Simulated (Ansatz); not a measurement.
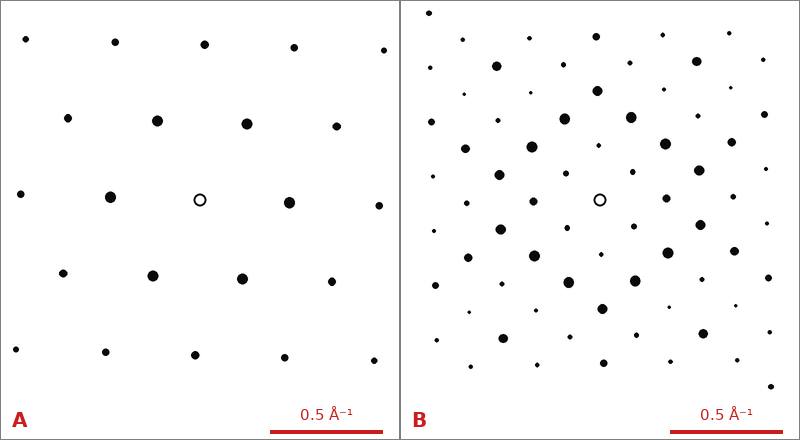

Kinematic electron diffraction patterns (200 kV, B = 0.5 Å², same scale, each along a low-index zone) of two structures of composition YMo, each relaxed at zero pressure with DFT PBE, scalar-relativistic, plane waves, PAW (Ansatz).

The structures (standard cells):
1. Pm-3m (No. 221), a = 3.506 Å, 2 atoms; generated start, possibly hypothetical
2. Cmmm (No. 65), a = 6.672 Å, b = 8.157 Å, c = 3.405 Å, 8 atoms; generated start, possibly hypothetical

### Which pattern belongs to which structure, and along which zone?

A is structure 1 along [111] or an equivalent direction: hexagonal net of -1 1 0 at d = 2.48 Å and -1 0 1 at d = 2.48 Å, 60.0° apart. B is structure 2 along [001]: centred rectangular net of 1 -1 0 at d = 5.16 Å and 1 1 0 at d = 5.16 Å, 78.6° apart.

### Which structure lies lowest at this level of theory, and by how much?

Structure 2 (Cmmm, 23.17 Å³ an atom) is the lowest of these; structure 1 (Pm-3m, 21.56 Å³ an atom) lies about 370 meV an atom higher. These are static energies at 0 K; other structures, not shown, may lie lower still.
